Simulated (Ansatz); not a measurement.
**Run report: Si3H7ClO3, geometry relaxation (part 2 of 2)**

The same run, continued: Si3H7ClO3; RKS PBE0-D4/def2-TZVP (Ansatz 0.2.0). 

Geometry of the input (Å):
```
Si 0.7358  -1.3306  0.6629
O  0.6466  -0.4224  1.9758
Si 0.2201  1.0225  2.6469
O  -0.6111  -1.2238  -0.2010
Si -1.5847  -1.8826  -1.3521
Cl 1.0731  -3.2542  1.2516
O  1.9650  -0.8704  -0.3221
H  -0.9695  1.5812  1.9633
H  1.3631  1.9609  2.5790
H  -0.1090  0.7452  4.0671
H  -2.6864  -0.9261  -1.6038
H  -0.8116  -2.1130  -2.5967
H  -2.1284  -3.1700  -0.8544
H  2.8515  -1.1464  -0.0820
```

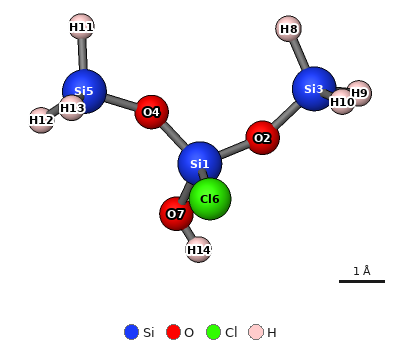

The geometry at step 29 of the log (ball-and-stick view, seen at a tilt; atoms are numbered from 1 in the order of the input).

### Trajectory as extended XYZ (Å, eV, eV/Å), 16 of the 53 frames kept, from step=1 to step=53
```
14
Properties=species:S:1:pos:R:3:forces:R:3 step=1 energy=-42402.09413
Si    0.7358   -1.3306    0.6629    0.5849   0.0485  -0.6621
O     0.6466   -0.4224    1.9758   -0.1266   0.3416   0.2126
Si    0.2201    1.0225    2.6469    0.0001  -0.3781   0.1603
O    -0.6111   -1.2238   -0.2010   -0.1538  -0.0006   0.0184
Si   -1.5847   -1.8826   -1.3521    0.1157   0.0129   0.0975
Cl    1.0731   -3.2542    1.2516   -0.0496  -0.0761   0.0809
O     1.9650   -0.8704   -0.3221   -0.3042  -0.1253   0.2704
H    -0.9695    1.5812    1.9633    0.0108   0.0383  -0.0705
H     1.3631    1.9609    2.5790    0.0197   0.0438  -0.0663
H    -0.1090    0.7452    4.0671    0.0006   0.0636  -0.0173
H    -2.6864   -0.9261   -1.6038   -0.0167   0.0109  -0.0065
H    -0.8116   -2.1130   -2.5967   -0.0089   0.0021  -0.0125
H    -2.1284   -3.1700   -0.8544   -0.0180  -0.0039  -0.0123
H     2.8515   -1.1464   -0.0820   -0.0540   0.0222   0.0073
14
Properties=species:S:1:pos:R:3:forces:R:3 step=4 energy=-42402.10858
Si    0.7510   -1.3304    0.6499    0.0767  -0.0356  -0.0552
O     0.6589   -0.4213    1.9709   -0.0373   0.0339   0.0163
Si    0.2163    1.0034    2.6544    0.0121  -0.0181  -0.0278
O    -0.6079   -1.2222   -0.1973   -0.0312   0.0227   0.0403
Si   -1.5818   -1.8788   -1.3447    0.0083   0.0027  -0.0019
Cl    1.0529   -3.2553    1.2711   -0.0061   0.0076  -0.0026
O     1.9669   -0.8779   -0.3271   -0.1155   0.0001  -0.0316
H    -0.9608    1.5653    1.9459   -0.0068  -0.0023   0.0078
H     1.3496    1.9574    2.5665   -0.0004   0.0074   0.0106
H    -0.1178    0.7482    4.0751   -0.0028   0.0019   0.0050
H    -2.6834   -0.9201   -1.5961    0.0005   0.0009   0.0009
H    -0.8145   -2.1082   -2.5937   -0.0002  -0.0013  -0.0029
H    -2.1334   -3.1657   -0.8538    0.0005  -0.0008   0.0005
H     2.8586   -1.1240   -0.0868    0.1022  -0.0192   0.0406
14
Properties=species:S:1:pos:R:3:forces:R:3 step=8 energy=-42402.10472 accepted=F
Si    0.7808   -1.3560    0.6536    0.1504   0.1872   0.0679
O     0.8664   -0.2990    1.8759   -0.1079  -0.0024  -0.1570
Si    0.2071    1.0132    2.6299    0.0888  -0.1150  -0.1104
O    -0.6360   -1.2199   -0.0979    0.0915  -0.0379  -0.0192
Si   -1.5619   -1.8320   -1.3148    0.0153   0.0129  -0.0026
Cl    0.9605   -3.2359    1.4540    0.0138   0.1468  -0.0495
O     1.9520   -1.1111   -0.4580    0.0181  -0.0676   0.3435
H    -1.0275    1.4500    1.9243    0.0680  -0.0225   0.0009
H     1.2096    2.1188    2.6236   -0.1019  -0.1366   0.0078
H    -0.1363    0.6446    4.0278    0.0568   0.0039  -0.0524
H    -2.6920   -0.8946   -1.5193    0.0030  -0.0151   0.0056
H    -0.7617   -1.9392   -2.5634   -0.0302  -0.0081   0.0570
H    -2.0761   -3.1716   -0.9261    0.0245   0.0474  -0.0158
H     2.8696   -1.1972   -0.1753   -0.2901   0.0069  -0.0759
14
Properties=species:S:1:pos:R:3:forces:R:3 step=11 energy=-42402.11393
Si    0.7763   -1.3415    0.6512    0.0275   0.0454  -0.0054
O     0.8158   -0.3269    1.8988   -0.0184   0.0173  -0.0386
Si    0.2034    1.0080    2.6332    0.0115  -0.0344  -0.0148
O    -0.6264   -1.2098   -0.1225    0.0202  -0.0176  -0.0064
Si   -1.5650   -1.8373   -1.3190    0.0027   0.0153   0.0091
Cl    0.9972   -3.2301    1.4031   -0.0014   0.0063  -0.0036
O     1.9577   -1.0431   -0.4242   -0.0054  -0.0306   0.0817
H    -1.0217    1.4638    1.9292    0.0118   0.0008  -0.0012
H     1.2307    2.0802    2.6029   -0.0253  -0.0194   0.0071
H    -0.1250    0.6639    4.0378    0.0122   0.0079  -0.0041
H    -2.6867   -0.8947   -1.5411   -0.0007  -0.0040   0.0034
H    -0.7729   -1.9850   -2.5654   -0.0052  -0.0051   0.0092
H    -2.0898   -3.1599   -0.8968    0.0047   0.0091  -0.0064
H     2.8610   -1.2174   -0.1528   -0.0343   0.0091  -0.0301
14
Properties=species:S:1:pos:R:3:forces:R:3 step=15 energy=-42402.11843
Si    0.8158   -1.3207    0.6375    0.0373   0.0029   0.0154
O     0.9116   -0.2208    1.8074   -0.0330   0.0544  -0.0246
Si    0.1761    1.0052    2.6186    0.0328  -0.0378  -0.0120
O    -0.5888   -1.1812   -0.1306    0.0191  -0.0128  -0.0139
Si   -1.5565   -1.8039   -1.3051   -0.0220   0.0326   0.0014
Cl    0.9572   -3.1650    1.5146   -0.0003   0.0228  -0.0112
O     2.0001   -1.1528   -0.4606    0.0016  -0.0169   0.0669
H    -1.0893    1.3833    1.9383    0.0251  -0.0075   0.0094
H     1.1002    2.1678    2.6498   -0.0271  -0.0401  -0.0063
H    -0.1116    0.5594    4.0046    0.0029   0.0073  -0.0192
H    -2.6925   -0.8687   -1.4819    0.0016  -0.0009   0.0009
H    -0.8023   -1.9286   -2.5768    0.0014  -0.0103   0.0100
H    -2.0619   -3.1337   -0.8837    0.0126  -0.0060  -0.0027
H     2.8965   -1.3700   -0.1977   -0.0520   0.0124  -0.0140
14
Properties=species:S:1:pos:R:3:forces:R:3 step=18 energy=-42402.12195
Si    0.8330   -1.2984    0.6236   -0.0175   0.0108   0.0039
O     0.9490   -0.1383    1.7309    0.0296  -0.0432  -0.0441
Si    0.1672    1.0017    2.6133   -0.0199   0.0292   0.0243
O    -0.5645   -1.1631   -0.1566    0.0181  -0.0042   0.0083
Si   -1.5561   -1.7918   -1.3054   -0.0118  -0.0021  -0.0095
Cl    0.9279   -3.1012    1.5875   -0.0054   0.0048   0.0078
O     2.0253   -1.2111   -0.4710   -0.0534   0.0158  -0.0143
H    -1.1190    1.3548    1.9621   -0.0020   0.0032   0.0056
H     1.0398    2.1976    2.6915   -0.0021   0.0029   0.0061
H    -0.0887    0.4777    3.9774    0.0005  -0.0009  -0.0001
H    -2.7015   -0.8640   -1.4553   -0.0047  -0.0022  -0.0029
H    -0.8297   -1.9153   -2.5931   -0.0015  -0.0002   0.0003
H    -2.0383   -3.1269   -0.8728   -0.0002   0.0004  -0.0006
H     2.9100   -1.4515   -0.1978    0.0703  -0.0142   0.0152
14
Properties=species:S:1:pos:R:3:forces:R:3 step=22 energy=-42402.12538
Si    0.8358   -1.2655    0.5939    0.0277   0.0017   0.0243
O     0.9609   -0.0327    1.6208   -0.0496   0.0426   0.0433
Si    0.1752    1.0081    2.6246    0.0443  -0.0826  -0.0183
O    -0.5441   -1.1608   -0.2189   -0.0057  -0.0010  -0.0070
Si   -1.5646   -1.8106   -1.3297    0.0073  -0.0058   0.0082
Cl    0.8733   -3.0034    1.6817   -0.0077   0.0505  -0.0252
O     2.0514   -1.2708   -0.4796    0.0067  -0.0142   0.0466
H    -1.1321    1.3921    2.0346    0.0098  -0.0057   0.0060
H     1.0291    2.2097    2.7885   -0.0086  -0.0217  -0.0042
H    -0.0425    0.3619    3.9464    0.0111   0.0206  -0.0609
H    -2.7198   -0.8921   -1.4645    0.0030   0.0025   0.0005
H    -0.8718   -1.9499   -2.6342   -0.0020  -0.0003   0.0028
H    -2.0302   -3.1405   -0.8639    0.0051   0.0008  -0.0015
H     2.9339   -1.4753   -0.1653   -0.0415   0.0125  -0.0147
14
Properties=species:S:1:pos:R:3:forces:R:3 step=25 energy=-42402.12776
Si    0.8279   -1.2401    0.5787   -0.0215   0.0321  -0.0125
O     0.9625    0.0324    1.5552    0.0075  -0.0152  -0.0103
Si    0.1886    1.0045    2.6292   -0.0147   0.0101   0.0203
O    -0.5406   -1.1455   -0.2547    0.0215  -0.0028   0.0136
Si   -1.5644   -1.8233   -1.3442   -0.0072  -0.0147  -0.0081
Cl    0.8170   -2.9283    1.7385   -0.0024   0.0032  -0.0053
O     2.0535   -1.3064   -0.4794   -0.0220  -0.0027   0.0187
H    -1.1329    1.4091    2.0869    0.0053  -0.0052  -0.0004
H     1.0338    2.2030    2.8433    0.0057  -0.0070  -0.0043
H    -0.0011    0.2870    3.9151    0.0062  -0.0019  -0.0156
H    -2.7308   -0.9194   -1.4808    0.0012  -0.0001  -0.0004
H    -0.8840   -1.9751   -2.6537    0.0011   0.0037   0.0007
H    -2.0096   -3.1524   -0.8563    0.0023   0.0019   0.0033
H     2.9344   -1.4751   -0.1435    0.0170  -0.0015   0.0003
14
Properties=species:S:1:pos:R:3:forces:R:3 step=29 energy=-42402.12933
Si    0.8019   -1.2035    0.5548   -0.0050  -0.0043   0.0058
O     0.9356    0.0974    1.4923   -0.0008   0.0021  -0.0003
Si    0.2115    1.0107    2.6500    0.0024   0.0048   0.0064
O    -0.5376   -1.1172   -0.3239   -0.0021   0.0053  -0.0074
Si   -1.5627   -1.8520   -1.3756   -0.0006  -0.0025   0.0054
Cl    0.7166   -2.8521    1.7688    0.0025  -0.0003   0.0008
O     2.0572   -1.3272   -0.4605    0.0012  -0.0028  -0.0213
H    -1.1252    1.4550    2.1818    0.0032  -0.0006  -0.0001
H     1.0784    2.1865    2.8983   -0.0002   0.0025  -0.0038
H     0.0651    0.2205    3.8972   -0.0026  -0.0051   0.0026
H    -2.7576   -0.9862   -1.5121    0.0021   0.0010  -0.0001
H    -0.9021   -2.0146   -2.6937    0.0009  -0.0001   0.0003
H    -1.9590   -3.1803   -0.8455    0.0022  -0.0010  -0.0017
H     2.9325   -1.4667   -0.0976   -0.0034   0.0012   0.0134
14
Properties=species:S:1:pos:R:3:forces:R:3 step=32 energy=-42402.12960
Si    0.7856   -1.1912    0.5461   -0.0226   0.0002  -0.0051
O     0.9173    0.1188    1.4709    0.0126  -0.0035  -0.0011
Si    0.2254    1.0152    2.6608   -0.0053   0.0031   0.0037
O    -0.5414   -1.1048   -0.3517    0.0017  -0.0030  -0.0008
Si   -1.5602   -1.8654   -1.3915    0.0002   0.0027  -0.0005
Cl    0.6703   -2.8259    1.7770    0.0048   0.0016  -0.0002
O     2.0525   -1.3362   -0.4527    0.0016   0.0009   0.0063
H    -1.1176    1.4760    2.2286   -0.0001   0.0011   0.0013
H     1.1048    2.1816    2.9098    0.0009  -0.0001  -0.0007
H     0.0996    0.2029    3.8965    0.0010   0.0000  -0.0002
H    -2.7711   -1.0217   -1.5251   -0.0005  -0.0009  -0.0007
H    -0.9049   -2.0233   -2.7128   -0.0002  -0.0002  -0.0006
H    -1.9280   -3.1980   -0.8518    0.0003  -0.0010   0.0001
H     2.9221   -1.4578   -0.0697    0.0057  -0.0009  -0.0014
14
Properties=species:S:1:pos:R:3:forces:R:3 step=36 energy=-42402.12967
Si    0.7739   -1.1903    0.5473    0.0075   0.0021  -0.0004
O     0.9082    0.1229    1.4671   -0.0037   0.0000  -0.0013
Si    0.2332    1.0206    2.6659    0.0031  -0.0015   0.0023
O    -0.5487   -1.1059   -0.3567   -0.0045  -0.0006   0.0009
Si   -1.5586   -1.8711   -1.4021    0.0009   0.0028  -0.0028
Cl    0.6527   -2.8192    1.7850   -0.0016  -0.0017   0.0020
O     2.0450   -1.3420   -0.4454   -0.0033  -0.0007  -0.0002
H    -1.1149    1.4832    2.2527   -0.0034   0.0012  -0.0018
H     1.1177    2.1858    2.9020   -0.0003   0.0006   0.0003
H     0.1236    0.2088    3.9033    0.0006   0.0001   0.0001
H    -2.7808   -1.0427   -1.5275   -0.0013  -0.0001   0.0004
H    -0.9025   -2.0080   -2.7254    0.0001  -0.0002   0.0008
H    -1.9076   -3.2134   -0.8742    0.0003  -0.0008   0.0005
H     2.9132   -1.4584   -0.0578    0.0055  -0.0011  -0.0008
14
Properties=species:S:1:pos:R:3:forces:R:3 step=39 energy=-42402.12973
Si    0.7627   -1.1962    0.5564    0.0034   0.0003   0.0005
O     0.9021    0.1223    1.4676    0.0004  -0.0007  -0.0032
Si    0.2405    1.0285    2.6672    0.0001  -0.0003   0.0052
O    -0.5615   -1.1136   -0.3455   -0.0066  -0.0032  -0.0044
Si   -1.5547   -1.8715   -1.4123    0.0020  -0.0027  -0.0037
Cl    0.6387   -2.8168    1.8048   -0.0008  -0.0003   0.0010
O     2.0313   -1.3586   -0.4381   -0.0030   0.0011   0.0011
H    -1.1169    1.4785    2.2703    0.0005   0.0005  -0.0002
H     1.1215    2.2016    2.8774   -0.0026  -0.0021  -0.0007
H     0.1556    0.2291    3.9149    0.0005   0.0018  -0.0031
H    -2.7945   -1.0660   -1.5158    0.0033  -0.0033   0.0003
H    -0.8953   -1.9580   -2.7389   -0.0049   0.0007   0.0107
H    -1.8754   -3.2355   -0.9218    0.0032   0.0099  -0.0030
H     2.9004   -1.4735   -0.0520    0.0046  -0.0018  -0.0005
14
Properties=species:S:1:pos:R:3:forces:R:3 step=43 energy=-42402.12979
Si    0.7549   -1.2043    0.5684   -0.0032  -0.0018   0.0010
O     0.9020    0.1199    1.4701    0.0028   0.0025   0.0003
Si    0.2446    1.0365    2.6642   -0.0003  -0.0019   0.0012
O    -0.5737   -1.1217   -0.3273   -0.0011  -0.0016  -0.0050
Si   -1.5497   -1.8664   -1.4190    0.0009  -0.0026   0.0011
Cl    0.6306   -2.8159    1.8282   -0.0002   0.0004  -0.0003
O     2.0179   -1.3789   -0.4310    0.0024   0.0008   0.0000
H    -1.1228    1.4652    2.2777    0.0014   0.0003   0.0002
H     1.1145    2.2223    2.8464   -0.0013  -0.0009  -0.0010
H     0.1844    0.2548    3.9242   -0.0001   0.0005  -0.0012
H    -2.8107   -1.0909   -1.4909    0.0034  -0.0027   0.0000
H    -0.8920   -1.8874   -2.7488   -0.0031   0.0002   0.0059
H    -1.8329   -3.2551   -0.9776    0.0018   0.0067  -0.0025
H     2.8875   -1.5079   -0.0502   -0.0034   0.0000   0.0002
14
Properties=species:S:1:pos:R:3:forces:R:3 step=46 energy=-42402.12984
Si    0.7440   -1.2064    0.5751    0.0061   0.0007   0.0020
O     0.8989    0.1229    1.4678   -0.0023  -0.0020  -0.0025
Si    0.2517    1.0444    2.6638   -0.0008  -0.0003   0.0016
O    -0.5823   -1.1216   -0.3239   -0.0005   0.0029  -0.0010
Si   -1.5446   -1.8654   -1.4283   -0.0039  -0.0037  -0.0038
Cl    0.6072   -2.8085    1.8458   -0.0001   0.0002  -0.0003
O     2.0078   -1.3962   -0.4208   -0.0001  -0.0031   0.0013
H    -1.1237    1.4612    2.2932    0.0012   0.0001   0.0002
H     1.1162    2.2372    2.8247   -0.0011  -0.0006   0.0000
H     0.2142    0.2719    3.9304    0.0000   0.0008  -0.0010
H    -2.8300   -1.1284   -1.4678    0.0049  -0.0034   0.0001
H    -0.8984   -1.8270   -2.7632   -0.0037  -0.0005   0.0067
H    -1.7804   -3.2746   -1.0252    0.0018   0.0075  -0.0025
H     2.8738   -1.5392   -0.0371   -0.0015   0.0013  -0.0006
14
Properties=species:S:1:pos:R:3:forces:R:3 step=50 energy=-42402.12990
Si    0.7371   -1.2091    0.5800   -0.0027   0.0006  -0.0027
O     0.8992    0.1251    1.4642    0.0021  -0.0009   0.0012
Si    0.2573    1.0508    2.6599    0.0005   0.0000   0.0003
O    -0.5839   -1.1167   -0.3264    0.0028  -0.0028  -0.0013
Si   -1.5405   -1.8626   -1.4346   -0.0064  -0.0040  -0.0055
Cl    0.5779   -2.8010    1.8609   -0.0001   0.0006  -0.0004
O     2.0040   -1.4190   -0.4080   -0.0024   0.0008   0.0036
H    -1.1225    1.4600    2.2975    0.0000   0.0003  -0.0001
H     1.1181    2.2479    2.8075   -0.0004  -0.0002  -0.0003
H     0.2326    0.2853    3.9310    0.0000   0.0002  -0.0004
H    -2.8518   -1.1710   -1.4304    0.0093  -0.0055   0.0001
H    -0.9205   -1.7620   -2.7788   -0.0045  -0.0006   0.0092
H    -1.7189   -3.2908   -1.0700    0.0014   0.0111  -0.0028
H     2.8666   -1.5667   -0.0185    0.0006   0.0004  -0.0010
14
Properties=species:S:1:pos:R:3:forces:R:3 step=53 energy=-42402.12994
Si    0.7308   -1.2120    0.5841    0.0049   0.0011   0.0014
O     0.8996    0.1250    1.4630   -0.0039  -0.0020  -0.0006
Si    0.2624    1.0562    2.6571    0.0003  -0.0005   0.0011
O    -0.5848   -1.1151   -0.3294    0.0015   0.0013   0.0014
Si   -1.5379   -1.8617   -1.4402   -0.0038  -0.0013  -0.0042
Cl    0.5534   -2.7967    1.8717    0.0002   0.0007  -0.0004
O     2.0010   -1.4352   -0.3967   -0.0005  -0.0018  -0.0012
H    -1.1191    1.4633    2.2989    0.0009   0.0006  -0.0004
H     1.1238    2.2540    2.7954   -0.0008   0.0004  -0.0008
H     0.2436    0.2968    3.9319   -0.0002  -0.0002   0.0001
H    -2.8676   -1.2082   -1.4005    0.0037  -0.0024   0.0001
H    -0.9417   -1.7113   -2.7902   -0.0021  -0.0010   0.0046
H    -1.6706   -3.3024   -1.1077    0.0005   0.0047  -0.0015
H     2.8618   -1.5825   -0.0031   -0.0008   0.0004   0.0006
```

### Results in brief

```tsv
quantity	value
outcome	converged
total energy	−42402.1300 eV
mean-field energy	−42401.7553 eV
dispersion energy	−0.3747 eV
SCF solution under orbital rotations	stable
largest force (length of the vector) at the end	0.006 eV/Å
dipole moment	0.80 D
hardware	4 CPU threads, shared host
wall time	3.6 min (CPU time 3.2 min)
peak memory	1.3 GiB
```
